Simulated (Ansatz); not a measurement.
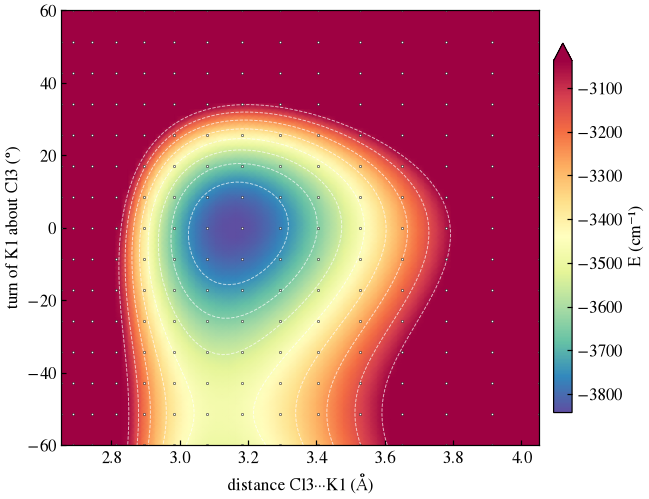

CH₃ClK, charge +1. 
- The turn is about an axis along (−1.00, −0.02, 0.05) in the frame of the relaxed pair, normal to the line between the partners.
- Coordinates scanned: (1) distance Cl3···K1; (2) turn of K1 about Cl3.
- The grid has 15 × 15 points.
- Points are written as (first, second).
- All energies are given in cm⁻¹ relative to the ion and the molecule far apart, frozen as in the relaxed pair, each in its own basis (no counterpoise correction).
- Computed with RHF/def2-SVPD in Ansatz.

The picture shows a smooth colour map with a few white contour lines, dots at the grid points, one colour for all values above the top of the scale. Between grid points the surface is interpolated.

> Where is the minimum, and how stiff is the well along each coordinate?

The interpolated minimum is at distance Cl3···K1 ≈ 3.157 Å, turn of K1 about Cl3 ≈ 0.0°. The curvatures there are about 1.1 eV/Å² and 0.41 eV/rad², with a cross term of about −0.06 eV/(Å·rad). Round the minimum the two coordinates are weakly coupled (coupling −0.09 in units of the two stiffnesses). (1 eV is 8066 cm⁻¹.)
